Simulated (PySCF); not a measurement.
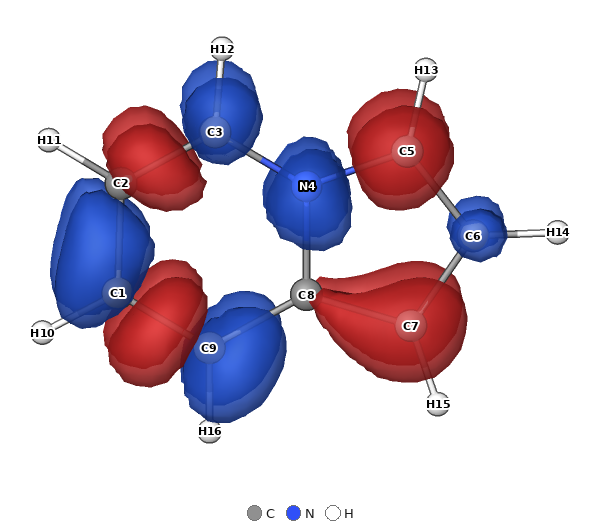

*C₈H₇N, SMILES `c1ccn2cccc2c1`. Unrelaxed difference density of T₁ less the ground state (full linear response triplet states), ±0.015 e/Å³; blue: gain, red: loss.*

Method: ωB97X/def2-SVP; geometry: GFN2-xTB; program: PySCF. No frequency check shows the geometry to be a minimum. Without diffuse functions Rydberg states are missing, so the states' numbers hold for this basis only.

Q: How does the charge move on excitation?

A: 0.44 e is displaced in all, of which about 0.2 e passes between atoms: C7 (0.08 e) and C5 (0.07 e) lose electrons and N4 (0.06 e) and C9 (0.04 e) gain them. The state: 2.54 eV (489 nm), spin-forbidden from the singlet ground state, π → π*; the leading pair carries 91 %; hole on C9 (16 %), C1 and C3 (15 % each) and C7 (13 %), electron on C9 (21 %), C3 (18 %) and C1 (17 %); their centroids lie 0.4 Å apart.
